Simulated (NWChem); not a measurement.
# Li3H3 ((LiH)3 ring): mPW1PW91/aug-cc-pVDZ (density fitting with weigend coulomb fitting, esp resp)

Aim: the vertical singlet–triplet gap of Li3H3 ((LiH)3 ring) at mPW1PW91/aug-cc-pVDZ (density fitting with weigend coulomb fitting, esp resp), from 2 runs. 

Program for the calculation: NWChem 7.3.0.

3 further runs of the same task are left out: 2 that didn't finish, 1 set aside as unsound or not needed.

**1. The structure to begin with**

Li3H3: 6 atoms, total charge 0, spin state singlet. Geometry: a GFN2-xTB relaxation, a rough one for these elements and not checked as a minimum.

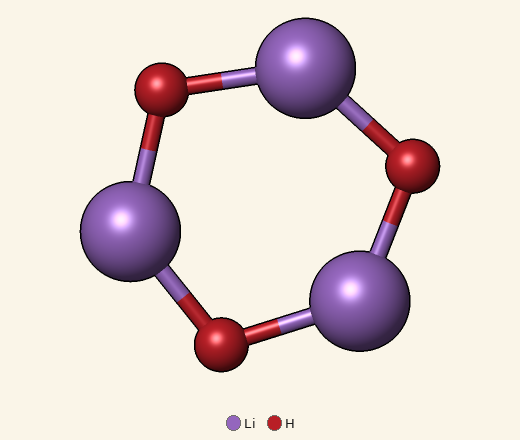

Viewed from a chosen angle; lithium purple, hydrogen red.

**2. A single-point energy at mPW1PW91/aug-cc-pVDZ (density fitting with weigend coulomb fitting, esp resp)**

h3li3.nw reads:

```
start h3li3
title "H3Li3 energy"
memory total 2200 mb
charge 0

geometry units angstroms noautosym nocenter noautoz
 Li    0.499600    0.896170   -1.102510
 H     1.619090    0.143830   -0.273600
 Li    0.980410   -0.768870    0.849280
 H    -0.547460   -0.983030    1.203940
 Li   -1.479970   -0.127460    0.253450
 H    -1.071660    0.839360   -0.930560
end

basis spherical bse
 * library aug-cc-pVDZ
end

basis "cd basis" spherical
 * library "weigend coulomb fitting"
end

dft
 xc mpw91 0.75 perdew91 1.0 hfexch 0.25
 grid fine
 noprint "final vectors analysis"
end

esp
 restrain
 recalculate
end

task dft energy
task esp
```

Run with:

```bash
$ nwchem h3li3.nw > h3li3.out
```

Log (excerpt; [...] marks lines left out):

```text
[...]
          Wavefunction type:  closed shell.
          No. of atoms     :     6
          No. of electrons :    12
[...]
          Charge           :     0
          Spin multiplicity:     1
[...]
          AO basis - number of functions:    96
[...]
              XC Information
              --------------
                     Hartree-Fock (Exact) Exchange  0.250
                        mPW91  Exchange Functional  0.750
                Perdew 1991 Correlation Functional  1.000 non-local
            Perdew 1991 LDA Correlation Functional  1.000 local
[...]
 d= 0,ls=0.0,diis     1    -24.3344233371 -3.79D+01  1.66D-02  4.25D-02     2.2
[...]
 d= 0,ls=0.0,diis     5    -24.3486932944 -1.13D-07  7.53D-06  7.04D-09     8.7
         Total DFT energy =      -24.348693294439
      One electron energy =      -58.773640377068
           Coulomb energy =       27.694092140199
    Exchange-Corr. energy =       -6.827991051941
 Nuclear repulsion energy =       13.558845994372
[...]
 Dipole moment                                  0.007147    0.007093    0.007093
 Quadrupole moment Qxx                         -1.460435   -1.452222   -1.452222
                   Qyy                          1.062749    1.056749    1.056749
                   Qzz                          0.397685    0.395473    0.395473
[...]
```

Wall time 10 s (1 thread of Intel Xeon Platinum 8488C (Sapphire Rapids), shared host); peak memory 0.12 GiB.

**3. The triplet**

h3li3.nw reads:

```
start h3li3
memory total 2200 mb

geometry units angstroms noautosym nocenter noautoz
 Li       0.499600       0.896170      -1.102510
 H        1.619090       0.143830      -0.273600
 Li       0.980410      -0.768870       0.849280
 H       -0.547460      -0.983030       1.203940
 Li      -1.479970      -0.127460       0.253450
 H       -1.071660       0.839360      -0.930560
end

basis spherical bse
 * library aug-cc-pVDZ
end

basis "cd basis" spherical
 * library "weigend coulomb fitting"
end

dft
 xc mpw91 0.75 perdew91 1.0 hfexch 0.25
 mult 3
 grid fine
 maxiter 150
end

esp
 restrain
 recalculate
end

task dft energy
task esp
```

Run with:

```bash
$ nwchem h3li3.nw > h3li3.out
```

Log (excerpt; [...] marks lines left out):

```text
[...]
          Wavefunction type:  spin polarized.
          No. of atoms     :     6
          No. of electrons :    12
[...]
          Charge           :     0
          Spin multiplicity:     3
[...]
          AO basis - number of functions:    96
[...]
              XC Information
              --------------
                     Hartree-Fock (Exact) Exchange  0.250
                        mPW91  Exchange Functional  0.750
                Perdew 1991 Correlation Functional  1.000 non-local
            Perdew 1991 LDA Correlation Functional  1.000 local
[...]
 d= 0,ls=0.0,diis     1    -24.1100155879 -3.77D+01  1.63D-02  2.42D-02     2.9
[...]
 d= 0,ls=0.5,diis    97    -24.1527447843  2.97D-07  5.64D-06  3.04D-05   216.3
[...]
         Total DFT energy =      -24.152745167783
      One electron energy =      -57.816559512499
           Coulomb energy =       26.789475332105
    Exchange-Corr. energy =       -6.684506981761
 Nuclear repulsion energy =       13.558845994372
[...]
      <S2> =      2.0127 (Exact =     2.0000)
[...]
 Dipole moment                                  1.184694    1.183106    1.183106
 Quadrupole moment Qxx                        -21.696243  -21.636197  -21.636197
                   Qyy                          9.530805    9.504525    9.504525
                   Qzz                         12.165437   12.131672   12.131672
[...]
```

Wall time 3.7 min (1 thread of Intel Xeon Platinum 8488C (Sapphire Rapids), shared host); peak memory 0.12 GiB.

**4. Outcome**

Level: mPW1PW91/aug-cc-pVDZ (density fitting with weigend coulomb fitting, esp resp).

| quantity | value |
| --- | --- |
| singlet: total energy | -24.34869 Eh |
| singlet: dipole moment | 0.00 D |
| triplet: total energy | -24.15275 Eh |
| triplet: dipole moment | 5.76 D |
| triplet: HOMO energy (highest over α and β) | -2.24 eV |
| triplet: ⟨S²⟩ | 2.013 |
| vertical energy of the triplet above the singlet | 5.332 eV |

**Reading.** At this shape the triplet lies 5.33 eV (514 kJ/mol) above the singlet.
